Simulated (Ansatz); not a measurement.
# ClGaH2O: a dynamics run in two tries

Wanted: a short trajectory, and a check that the input is sound.

Method: RKS PBE0-D4/def2-SVP, in Ansatz 0.2.0.

## (1) The structure to begin with

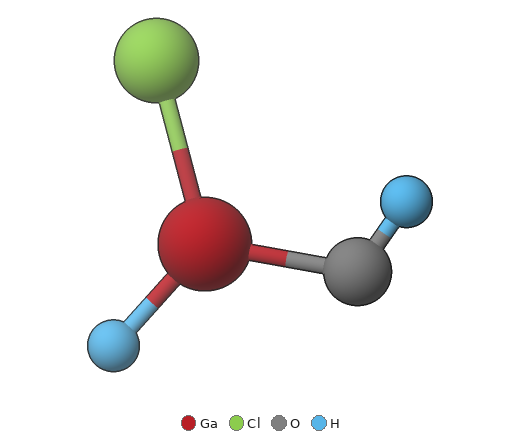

The starting structure, seen from a chosen angle (gallium red, chlorine green, oxygen grey, hydrogen blue).

As a file:

```xyz
5

Ga   -0.1119   -0.0689   -0.1001
Cl    0.1982   -0.1576    2.0279
O     1.3179   -0.3953   -1.0930
H     2.1194   -0.5862   -0.5935
H    -1.4830    0.2560   -0.7311
```

## (2) The run

File input.yaml:

```yaml
crystal:
  periodic: [false, false, false]
  atoms:
    - { symbol: Ga, position_ang: [-0.111948, -0.068877, -0.100078] }
    - { symbol: Cl, position_ang: [0.198152, -0.157569, 2.02788] }
    - { symbol: O, position_ang: [1.317936, -0.395278, -1.093038] }
    - { symbol: H, position_ang: [2.119399, -0.586172, -0.593526] }
    - { symbol: H, position_ang: [-1.483039, 0.255996, -0.731138] }
basis:
  gaussian: { orbitals: def2-SVP }
hamiltonian:
  xc: pbe0
  dispersion: d4
md:
  timestep: 0.25
  n_steps: 25
  ensemble: npt_langevin
  temperature: 300.0
  initial_velocities: maxwell_boltzmann
  seed: 1113
  pressure: 1.0
```

Run with:

```sh
> ansatz run input.yaml --threads 1 --pin off --max-ram 2048MiB --backend cpu --events-out ev --progress --plain --runs-dir out
```

What it wrote:

```text
Error: invalid value for `basis.gaussian`: such a run doesn't read md.pressure; remove what it names
```

Run time: 0.02 s. Hardware: 1 thread of Arm Neoverse V2, shared host; peak memory 0.027 GiB.

## (3) What went wrong

The program refused the input before any cycle. Its message: «invalid value for `basis.gaussian`: such a run doesn't read md.pressure; remove what it names»

A barostat needs a periodic cell, and a molecule in free space has none.

Fix: use nve or an nvt ensemble and drop md.pressure.

## (4) The mended input

input.yaml, as its differences from that of step 2:

```diff
@@ -15,4 +15,4 @@
   timestep: 0.25
-  n_steps: 25
-  ensemble: npt_langevin
+  n_steps: 300
+  ensemble: nve
   temperature: 300.0
@@ -20,2 +20 @@
   seed: 1113
-  pressure: 1.0
```

Run with:

```sh
> ansatz run input.yaml --threads 1 --pin off --max-ram 2048MiB --backend cpu --events-out ev --progress --plain --runs-dir out
```

The limit on steps is raised as well. The first and last lines of the walk in its log:

```text
md step     0: t =     0.00 fs  T =   300.0 K  F+E_penalty+E_count = -66957.06366330 eV  E_kin = 0.116334 eV  conserved = -66956.94732930 eV  (24 SCF iters)
md step     1: t =     0.25 fs  T =   297.6 K  F+E_penalty+E_count = -66957.06271526 eV  E_kin = 0.115396 eV  conserved = -66956.94731970 eV  (22 SCF iters)
md step     2: t =     0.50 fs  T =   290.5 K  F+E_penalty+E_count = -66957.05995045 eV  E_kin = 0.112650 eV  conserved = -66956.94730068 eV  (22 SCF iters)
[...]
md step   298: t =    74.50 fs  T =   162.9 K  F+E_penalty+E_count = -66957.01034790 eV  E_kin = 0.063177 eV  conserved = -66956.94717095 eV  (22 SCF iters)
md step   299: t =    74.75 fs  T =   153.8 K  F+E_penalty+E_count = -66957.00680220 eV  E_kin = 0.059646 eV  conserved = -66956.94715633 eV  (22 SCF iters)
md step   300: t =    75.00 fs  T =   147.0 K  F+E_penalty+E_count = -66957.00416377 eV  E_kin = 0.057011 eV  conserved = -66956.94715297 eV  (25 SCF iters)
```

Wall time 9.1 min (1 thread of Arm Neoverse V2, shared host); peak memory 0.14 GiB.

Second try: 300 steps, ending at 147 K.

## (5) Outcome

| quantity | value |
| --- | --- |
| first try | refused |
| cause | a barostat needs a periodic cell, and a molecule in free space has none |

What this shows: The fault in the first input was caught at the input check and cost nothing.
